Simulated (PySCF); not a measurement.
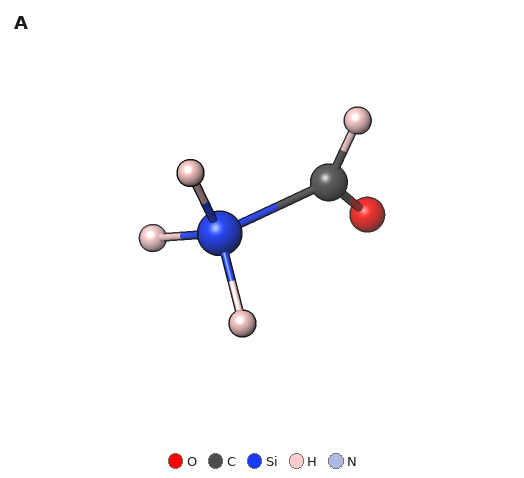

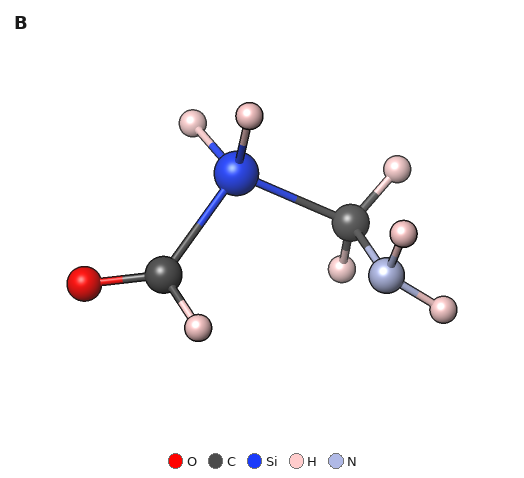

Two related species, optimised with GFN2-xTB; properties computed with PySCF 2.14.0. Both: charge 0, singlet.

Identify both.

Answer. A is CH4OSi (O=C[SiH3]), B is C2H7NOSi (NC[SiH2]C=O).

Compare them. With B3LYP/def2-SVPD: dipole moment (D), HOMO–LUMO gap (eV), HOMO energy (Kohn–Sham orbital) (eV), lowest vertical singlet excitation (eV), mean static polarisability (bohr³). With GFN2-xTB: mean Si–C length (Å), mean Si–H length (Å).

```
                               quantity      A      B
                      dipole moment (D)   2.38   4.06
                     HOMO–LUMO gap (eV)   4.89   4.80
   HOMO energy (Kohn–Sham orbital) (eV)  −6.97  −6.48
lowest vertical singlet excitation (eV)   3.16   3.14
     mean static polarisability (bohr³)   44.6   65.1
                   mean Si–C length (Å)  1.923  1.915
                   mean Si–H length (Å)  1.460  1.465
```

Each is one conformer, and no frequency run is at hand to confirm it as a minimum.

The geometry is semi-empirical. Around Si such bond lengths and angles can be off by a tenth of an ångström or more and by several degrees, and values that hang on the shape move with them.
